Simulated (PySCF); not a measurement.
C2H8S, SMILES `CS.C`.

Computed with PySCF, PBE/6-31+G*, geometry: GFN2-xTB. GFN2-xTB bond lengths at metals and heavier atoms can be off by up to 0.1 Å and shapes distorted, which carries into these values.

Geometry (Å), atoms numbered from 1:

```
C1      -0.8367   -1.1755   -0.0050
S2      -1.1485    0.6180   -0.0630
H3      -0.5206   -1.4590    0.9939
H4      -0.0393   -1.3700   -0.7143
H5      -1.7341   -1.7119   -0.2965
H6      -2.1221    0.6255    0.8448
C7       2.7808    0.1078    0.0209
H8       1.8907    0.6745   -0.2190
H9       2.7324   -0.2209    1.0510
H10      3.6526    0.7339   -0.1161
H11      2.8515   -0.7540   -0.6306
```

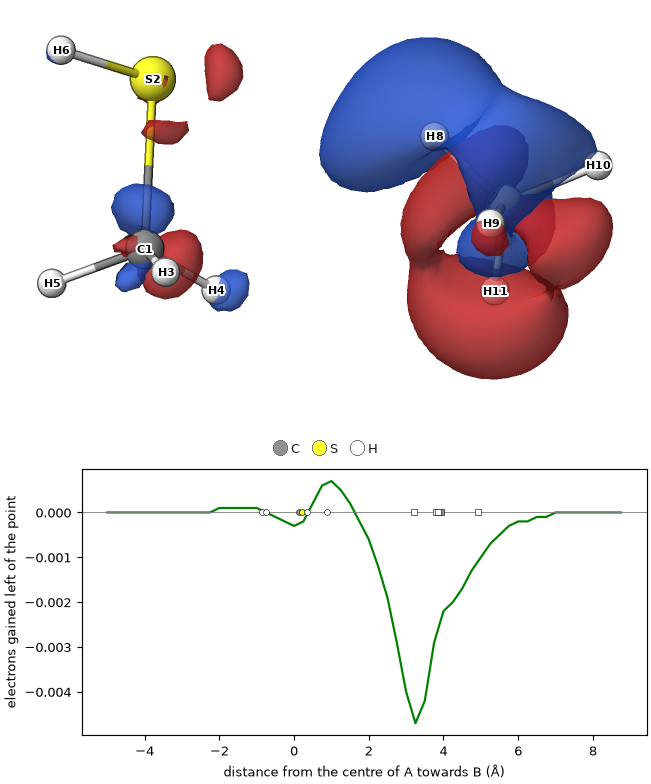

Density of the complex less the densities of the two fragments at the same geometry, ±0.0008 e/Å³ (red: gain, blue: loss). Fragment A: H4CS (atoms 1–6); fragment B: H4C. Below: the charge-displacement curve along the line of centres (A on the left).

**How is the density rearranged on binding?**

Hirshfeld charges show almost no net transfer (under 0.005 e). By Hirshfeld charges, electrons gather most on H11 (−0.004 e) and leave H8 most (+0.005 e); 0.02 e is displaced in all, which induces a dipole of 0.09 D.

**What is the interaction energy, and which contacts carry it?**

The counterpoise-corrected interaction energy of the frozen fragments is −0.2 kcal/mol without dispersion correction and −1.1 kcal/mol with D3(BJ). The pair geometry is semi-empirical, not a minimum at this level. Contacts: S2···H8, weak C–H hydrogen bond, 3.04 Å, ρ = 0.005 a.u. The pose is a local one from a semi-empirical search, not shown to be the most stable.

Run time: 20 s on 1 thread of Arm Neoverse V1, on a shared host, peak memory 0.34 GiB.
